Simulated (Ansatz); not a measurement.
ClF3Hf···HF

```xyz
7

Hf   -0.6505   -0.1446   -0.0434
F     1.7128   -0.2738    0.5191
F    -0.2492   -1.8268   -0.8141
F    -2.4372    0.1374   -0.5831
F    -0.7922   -0.1805    1.8443
H     1.9910    0.5131    0.0891
Cl    0.4253    1.7753   -1.0120
```

The product side of a reaction path; geometry: PBE0-D4/def2-TZVP; core potentials replace the inner electrons of Hf.

Computed with RKS PBE0-D4/def2-TZVPP in Ansatz 0.2.0.

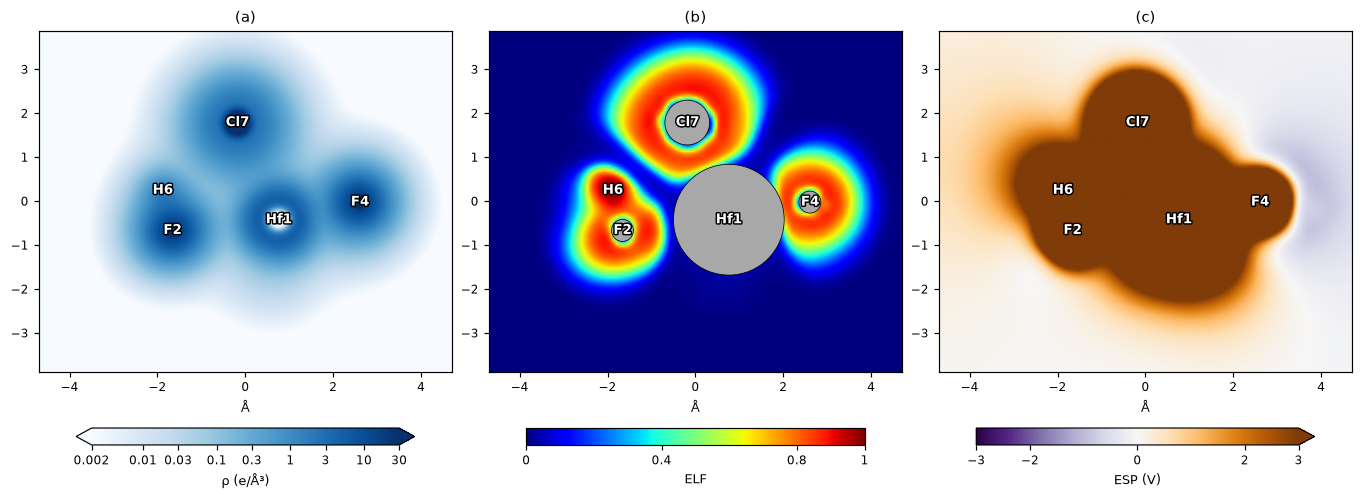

Figure 1. (a) electron density; (b) ELF; (c) molecular electrostatic potential on the plane of atoms F4, Hf1 and Cl7. Grey discs cover the atomic cores in the ELF map.

> What do the fields say about this system?

The plane passes through Hf, F, H and Cl nuclei. Hf1···F2 (2.43 Å): the density falls to about 0.23 e/Å³ on the way; the ELF dips to about 0.05 between them. Hf–F (1.89 Å): ρ at the midpoint is about 0.98 e/Å³; the ELF peaks at about 0.85 in the valence shell of F, 0.5 Å from its nucleus, and drops to about 0.20 between the two atoms. Hf–Cl (2.40 Å): the density is about 0.55 e/Å³ at the midpoint; the ELF peaks at about 0.85 in the valence shell of Cl, 0.8 Å from its nucleus, and is about 0.40 at the midpoint. F–H (0.94 Å): ρ at the midpoint is about 4.6 e/Å³; the ELF climbs to about 1 towards the hydrogen, as it does in any bond to H (an ordinary covalent bond to hydrogen). The ELF also peaks beside F2, away from the bonds: lone-pair regions. Outside the dense part of the complex the potential is most negative (−1.0 V) near F4.

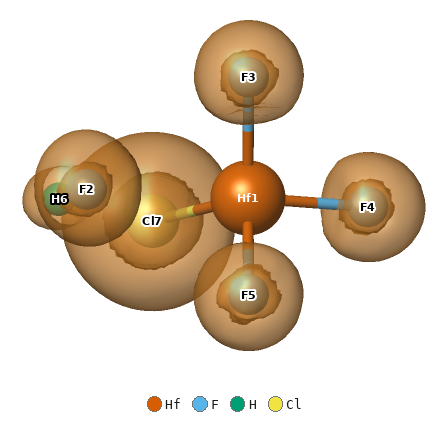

Figure 2. Isosurface of the electron localisation function at 0.75 (orange), seen from one side. Core shells and regions of very low density are left out.

> Where are the electrons localised?

The surface consists of one region wrapped around Cl (its valence shell), three regions wrapped around F (the valence shell of each) and one joined region spread over several atoms (F, H), in which their bonds and any lone pairs are merged.

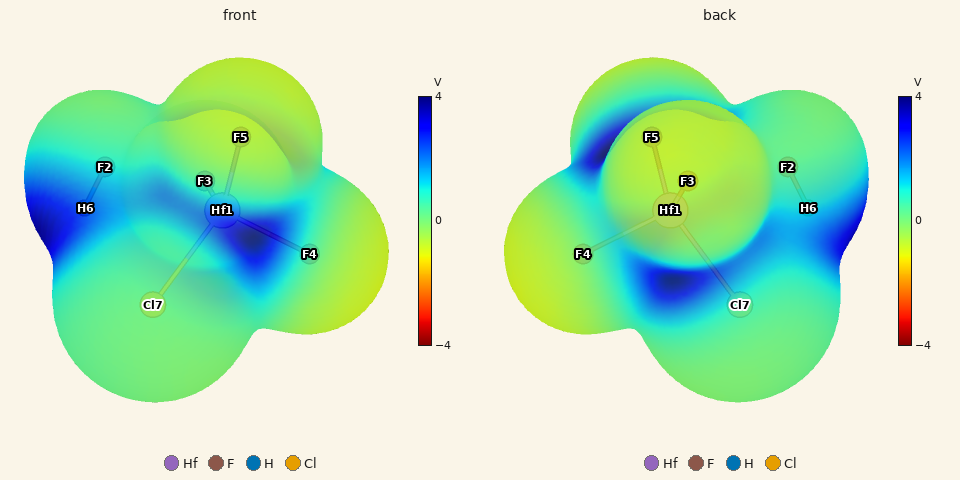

Figure 3. The electrostatic potential painted on the density surface at 0.002 e/bohr³, seen from the front and from behind; the colour scale runs from red (negative) to blue (positive).

> Describe the electrostatic potential map.

The most negative region (about −0.9 V, or −21 kcal/mol for a unit charge) lies over F4, the most positive (about +3.8 V, or +88 kcal/mol for a unit charge) over Hf1 and H6.
